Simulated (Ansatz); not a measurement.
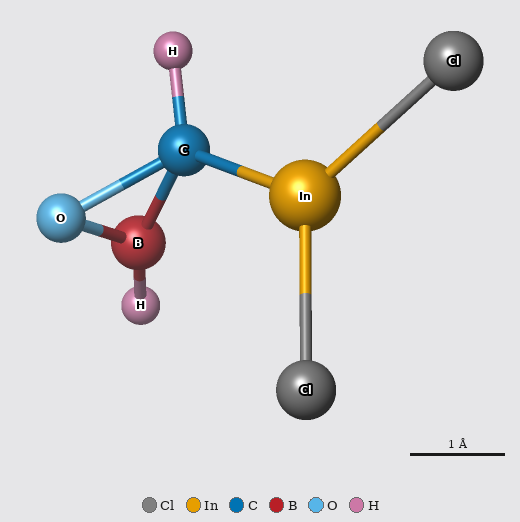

**Figure 1.** The input geometry (ball-and-stick view, seen at a tilt). Sticks mark near contacts. Bond lengths as drawn: B–C 1.51 Å, B–H 1.18 Å, B–O 1.33 Å, Cl–In 2.32 Å, C–H 1.09 Å, C–In 2.13 Å and C–O 1.51 Å.

Run report: CH2BCl2InO, single-point calculation

System: CH2BCl2InO, SMILES [Cl][In]([Cl])[CH]1BO1.
Method: RKS wB97M-V/def2-QZVPP (Ansatz 0.2.0).

The geometry comes from this level: PBE0-D4/def2-TZVP.

**The program's output**
```
Functional definition: wB97M-V
  name "wB97M-V"
  cite "Mardirossian & Head-Gordon, J. Chem. Phys. 144, 214110 (2016) doi:10.1063/1.4952647"
  cite "Becke, J. Chem. Phys. 107, 8554 (1997) doi:10.1063/1.475007"
  cite "Vydrov & Van Voorhis, J. Chem. Phys. 133, 244103 (2010) doi:10.1063/1.3521275"
  # Of w^i u^j: cxij and so on, Table III.
  parameter omega = 0.3/bohr
  parameter cx = 0.15
  parameter cx01 = 1.007
  parameter cx10 = 0.259
  parameter css00 = 0.443
  parameter css04 = -1.437
  parameter css10 = -4.535
  parameter css20 = -3.390
  parameter css43 = 4.278
  parameter cos00 = 1.000
  parameter cos10 = 1.358
  parameter cos20 = 2.924
  parameter cos21 = -8.812
  parameter cos60 = -1.390
  parameter cos61 = 9.142
  parameter b = 6.0
  parameter c = 0.01
  gx(w, u) = 1 - cx + cx01*u + cx10*w
  gss(w, u) = css00 + css04*u^4 + css10*w + css20*w^2 + css43*w^4*u^3
  gos(w, u) = cos00 + cos10*w + (cos20 + cos21*u)*w^2 + (cos60 + cos61*u)*w^6
  exchange = spin_sum(e_x_unif_sr(omega)*gx(b97_w, b97_u_x)) + cx*exact_x_sr(omega) + exact_x_lr(omega)
  correlation = spin_sum(e_c_pw_mod_same_spin*gss(b97_w, b97_u_same))
      + integral(e_c_pw_mod_opposite_spin*gos(b97_w_opposite, b97_u_opposite)) + vv10(b, c)
1822 factors; their error is unknown
371 factors; integrals over basis functions are off by at most 3.4e-5 eV
mean field evaluation 1: about -34008.3381 eV, gradient 5.0e1 eV
mean field evaluation 2: about -34007.5826 eV, gradient 6.0e1 eV
mean field evaluation 4: about -34013.6821 eV, gradient 3.4e0 eV
mean field evaluation 8: about -34013.7098 eV, gradient 6.5e-2 eV
mean field evaluation 16: about -34013.7445 eV, gradient 1.9e-4 eV
mean field -34013.74448451 eV, -1249.9820544616 hartree, gradient 5.8e-5 eV, S^2 0.000000; 0 other end points of the search recorded, 0 dependent functions left out
reference -34013.74455416 eV, -1249.9820570214 hartree; 38, 38 occupied and 415, 415 virtual orbitals, 1822 factors
Total energy: -34013.74455416 eV, -1249.9820570214 hartree
```

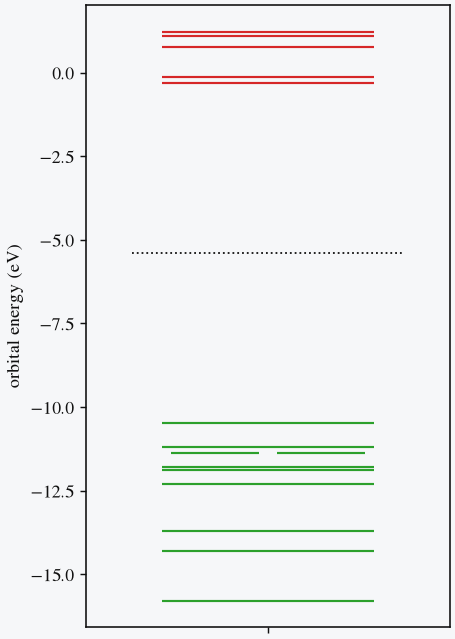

**Figure 2.** Orbital energies near the frontier; the dotted line parts filled from empty levels, and levels within 0.02 eV of each other stand side by side. Highest filled −10.47 eV, lowest empty −0.31 eV, 10.16 eV apart.

The run was set up as follows.

**Input**
```yaml
crystal:
  periodic: [false, false, false]
  atoms:
    - {symbol: Cl, position_ang: [-0.837329, -2.903671, 0.751813]}
    - {symbol: In, position_ang: [0.716474, -1.200993, 0.521074]}
    - {symbol: Cl, position_ang: [2.909331, -1.893239, 0.810454]}
    - {symbol: C, position_ang: [0.164313, 0.786121, -0.000597]}
    - {symbol: B, position_ang: [-1.023957, 1.136476, -0.868839]}
    - {symbol: O, position_ang: [-1.209584, 1.228022, 0.442620]}
    - {symbol: H, position_ang: [0.922562, 1.539293, 0.204566]}
    - {symbol: H, position_ang: [-1.641810, 1.307991, -1.861092]}
basis:
  gaussian: {orbitals: "def2-QZVPP.json"}
hamiltonian: {xc: {name: wB97M-V}}
output: {orbitals: {seedname: orbitals}}
```

**Results in brief**

| quantity | value |
| --- | --- |
| outcome | converged |
| total energy | −34013.7446 eV |
| SCF solution under orbital rotations | stable |
| HOMO | −10.47 eV |
| LUMO | −0.31 eV |
| hardware | 4 CPU threads, shared host |
| wall time | 13 s (CPU time 49 s) |
| peak memory | 2.4 GiB |
